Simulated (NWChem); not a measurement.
**NSF3 (SMILES N#S(F)(F)F): PBE0/def2-SVPD**

What is the vertical singlet–triplet gap of NSF3 at PBE0/def2-SVPD? 

The calculation is run with NWChem 7.3.0.

1 further run of the same task is left out (it didn't finish).

## 1. The molecule

NSF3: 5 atoms, total charge 0, spin state singlet. SMILES: `N#S(F)(F)F`. The shape is that of a PBE0-D4/def2-TZVP optimisation.

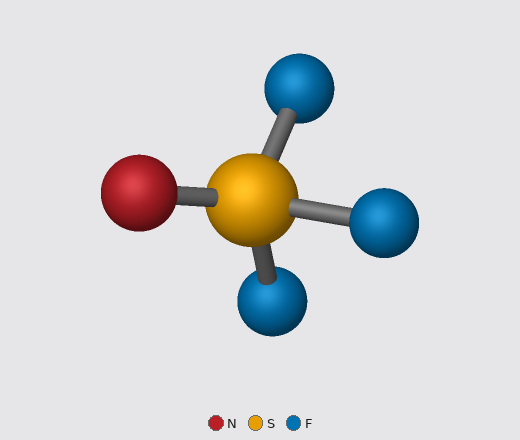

Viewed from a chosen angle; nitrogen red, sulfur amber, fluorine blue.

## 2. Energy and gradient at PBE0/def2-SVPD

Contents of mymol.nw:

```
start mymol
title "F3NS"
memory stack 880 mb heap 220 mb global 1100 mb

geometry noautosym nocenter noautoz
  N       -0.349630      -0.004150       1.591380
  S       -0.047340      -0.000560       0.215490
  F        1.023370      -0.939300      -0.408980
  F       -1.108620      -0.317610      -0.875740
  F        0.482210       1.261610      -0.522150
end

basis "ao basis" spherical bse
  N library def2-SVPD
  S library def2-SVPD
  F library def2-SVPD
end

dft
  xc pbe0
  grid fine
  convergence energy 1e-08
  maxiter 100
  mulliken
  print low
end

task dft gradient
```

The run is started by

```
$ nwchem mymol.nw > mymol.out
```

Log:

```text
[...]
 d= 0,ls=0.0,diis     1   -751.2242579570 -1.04D+03  2.66D-02  2.21D+00     1.8
[...]
 d= 0,ls=0.0,diis     8   -751.4649176360 -1.56D-09  4.29D-06  2.82D-07    11.7
         Total DFT energy =     -751.464917635973
      One electron energy =    -1603.130661202951
           Coulomb energy =      630.931790217135
    Exchange-Corr. energy =      -63.492796136867
 Nuclear repulsion energy =      284.226749486710
[...]
      Total Density - Mulliken Population Analysis
     ---------------------------------------------
    Atom       Charge   Shell Charges
 -----------   ------   -------------------------------------------------------
    1 N    7     7.30   1.99  1.13  0.64  0.09  2.19  1.21  0.03  0.03
    2 S   16    14.40   2.00  1.98  1.24 -0.18 -0.01  5.92  1.64  0.95  0.09  0.77  0.00
    3 F    9     9.43   1.99  1.15  0.80  0.05  3.32  1.95  0.14  0.01  0.01
    4 F    9     9.43   1.99  1.15  0.80  0.05  3.32  1.95  0.14  0.01  0.01
    5 F    9     9.43   1.99  1.15  0.80  0.05  3.32  1.95  0.14  0.01  0.01
[...]
                         DFT ENERGY GRADIENTS
    atom               coordinates                        gradient
                 x          y          z           x          y          z
   1 N      -0.660705  -0.007842   3.007272    0.005671   0.000066  -0.025820
   2 S      -0.089460  -0.001058   0.407217    0.005685   0.000070  -0.025866
   3 F       1.933889  -1.775020  -0.772860   -0.020822   0.017946   0.013532
   4 F      -2.094988  -0.600196  -1.654909    0.019940   0.006058   0.022457
   5 F       0.911245   2.384097  -0.986720   -0.010475  -0.024140   0.015696
 Task  times  cpu:       16.7s     wall:       16.7s
 Total times  cpu:       16.8s     wall:       16.8s
```

It took 17 s on 1 thread of Intel Xeon 6975P-C (Granite Rapids), shared host; peak memory 0.13 GiB.

## 3. The triplet: a single-point energy at UPBE0/def2-SVPD

Contents of sp.nw:

```
start sp
title "F3NS energy"
memory stack 880 mb heap 220 mb global 1100 mb

geometry units angstroms noautosym nocenter noautoz
 N       -0.349630      -0.004150       1.591380
 S       -0.047340      -0.000560       0.215490
 F        1.023370      -0.939300      -0.408980
 F       -1.108620      -0.317610      -0.875740
 F        0.482210       1.261610      -0.522150
end

basis spherical bse
 * library def2-SVPD
end

dft
 xc pbe0
 mult 3
 grid fine
 convergence energy 1e-08
 iterations 100
 mulliken
end

task dft
```

The run is started by

```
$ nwchem sp.nw > sp.out
```

Log:

```text
[...]
          Wavefunction type:  spin polarized.
          No. of atoms     :     5
          No. of electrons :    50
[...]
          Charge           :     0
          Spin multiplicity:     3
[...]
          AO basis - number of functions:   116
[...]
              XC Information
              --------------
                         PBE0 Method XC Functional
                     Hartree-Fock (Exact) Exchange  0.250
          PerdewBurkeErnzerhof Exchange Functional  0.750
            Perdew 1991 LDA Correlation Functional  1.000 local
           PerdewBurkeErnz. Correlation Functional  1.000 non-local
[...]
 d= 0,ls=0.0,diis     1   -751.0117004870 -1.04D+03  6.04D-02  5.13D-01     2.3
[...]
 d= 0,ls=0.0,diis    15   -751.2484422408 -4.20D-09  2.21D-06  2.47D-10    31.0
[...]
         Total DFT energy =     -751.248442240842
      One electron energy =    -1603.338272466494
           Coulomb energy =      631.416208489875
    Exchange-Corr. energy =      -63.553127750933
 Nuclear repulsion energy =      284.226749486710
[...]
      Total Density - Mulliken Population Analysis
     ---------------------------------------------
    Atom       Charge   Shell Charges
 -----------   ------   -------------------------------------------------------
    1 N    7     7.17   1.99  1.16  0.63  0.07  2.18  1.09  0.03  0.03
    2 S   16    14.79   2.00  1.98  1.37  0.22  0.21  5.92  1.53  0.79  0.05  0.73 -0.02
    3 F    9     9.35   1.99  1.16  0.78 -0.01  3.32  1.95  0.14  0.01  0.01
    4 F    9     9.33   1.99  1.16  0.78 -0.02  3.31  1.95  0.14  0.01  0.01
    5 F    9     9.36   1.99  1.15  0.79 -0.01  3.32  1.96  0.14  0.01  0.01
[...]
      <S2> =      2.0047 (Exact =     2.0000)
[...]
```

Wall time 32 s (1 thread of Intel Xeon 6975P-C (Granite Rapids), shared host); peak memory 0.12 GiB.

## 4. What came out

Level: PBE0/def2-SVPD.

| quantity | value |
| --- | --- |
| singlet: total energy | -751.46492 Eh |
| singlet: largest force on an atom | 1.576 eV/Å |
| triplet: total energy | -751.24844 Eh |
| triplet: dipole moment | 0.15 D |
| triplet: HOMO energy (highest over α and β) | -4.08 eV |
| triplet: ⟨S²⟩ | 2.005 |
| vertical energy of the triplet above the singlet | 5.891 eV |

In words: At this shape the triplet lies 5.89 eV (136 kcal/mol) above the singlet. The largest force (singlet) is 1.58 eV/Å: the shape isn't a stationary point for this species at this level. Mulliken charges (triplet) run from -0.36 on F5 to +1.21 on S2; in a basis this large or diffuse they mean little.
